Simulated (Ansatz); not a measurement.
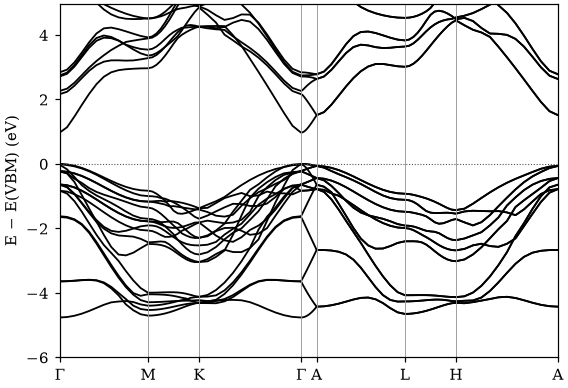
Fig. 1. Band structure from DFT-LDA in the program Ansatz with PAW potentials

Read off the gap and where the band edges lie.

About 1.0 eV (0.97 eV by a search for the band edges); maximum at Γ, minimum at Γ.

Which of these materials gives this?
A. K2S, P6_3/mmc (S on 2c, K on 2a, K on 2d)
B. CdS, P6_3mc (Pearson symbol hP12)
C. GaAs, wurtzite

B, CdS, P6_3mc (Pearson symbol hP12)

A made-up cell: these elements were put on the sites of a structure type. Its sites differ from those of the usual phase in this space group: another stacking or structure type. Symmetry was held in the LDA relaxation; its stability against distortions is not shown here. Scalar-relativistic: spin–orbit coupling is off unless named, which matters more the heavier the elements.

Potentials: the later of the program's two PAW sets.
